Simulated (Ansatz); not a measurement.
Take SrTiO$_{3}$ in the cubic perovskite structure (space group Pm-3m, No. 221; a = 3.907 Å) as the base. Axes: x, y, z lie along the cube axes.

One thing is altered: biaxial strain −2.43 %, plane normal [001], relaxed out of plane (Cartesian); in-plane vectors clamped, the third vector and the atoms free.

All numbers come from DFT with r2SCAN, PAW potentials and a 500 eV plane-wave cutoff in Ansatz (a program for electronic structure), without spin-orbit coupling.

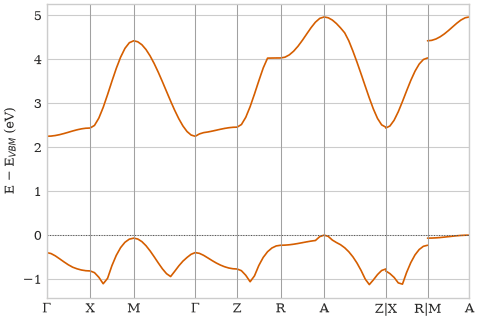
Figure: Highest valence and lowest conduction band along the path of the changed cell's own zone

The gap is 2.25 eV, indirect, A → Γ; the base has 2.26 eV.

No phonon test of stability was made. All final runs are without spin polarisation. Many cubic perovskites are stable only at high temperature; tilts and polar distortions were not tested. Labels are those of the standard path for the cell's own space group.
